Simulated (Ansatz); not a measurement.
```
Zn O
1.0
     3.00397    0.00000    0.00000
    -1.50199    2.60152    0.00000
     0.00000    0.00000   11.52127
Zn O
5 2
Direct
  0.33333 0.66667 0.49102
  0.00000 0.00000 0.24397
  0.66667 0.33333 0.00186
  0.66667 0.33333 0.66838
  0.33333 0.66667 0.83848
  0.00000 0.00000 0.40887
  0.66667 0.33333 0.16742
```

Space group P3m1; a generated structure, not necessarily the stable one; changed on purpose from its base cell (volume × 0.91, shape and atoms relaxed); computed pressure about 8 GPa in this cell.

Theory: DFT PBE, scalar-relativistic, plane waves, PAW in Ansatz.

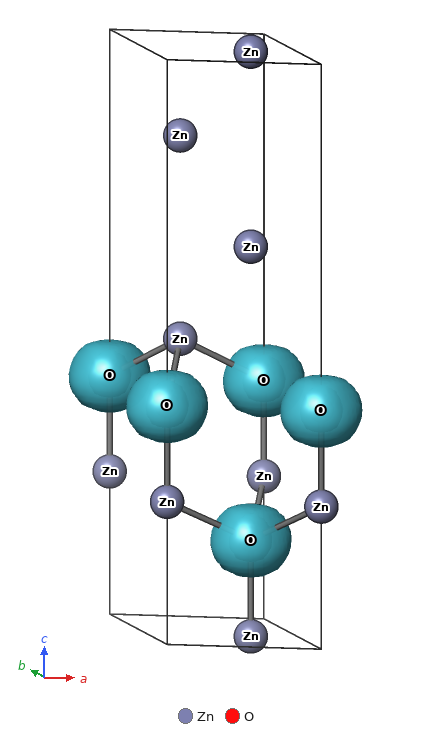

Zn5O2. Isosurface of the ELF at 0.75 (cyan), seen slightly off an axis. Only the valence region is drawn (cores and ρ < 0.01 e/Å³ removed). Sticks mark near contacts.

Core electrons are frozen (PAW), and the valence fields are smoothed inside the atomic spheres.

> Where are the electrons localised?

At this value the surface marks out two regions wrapped around O (the valence shell of each), counted in one cell of 7 atoms. Any copies at cell faces, edges or corners count once.

Values along the shortest contacts:
Zn–O (1.90 Å): the ELF peaks at about 0.85 in the valence shell of O, 0.6 Å from its nucleus, and is about 0.30 at the midpoint: no localised pair shows between them. Zn–O (1.95 Å): the ELF peaks at about 0.85 in the valence shell of O, 0.6 Å from its nucleus, and is about 0.25 at the midpoint: no shared electron pair shows on this line.
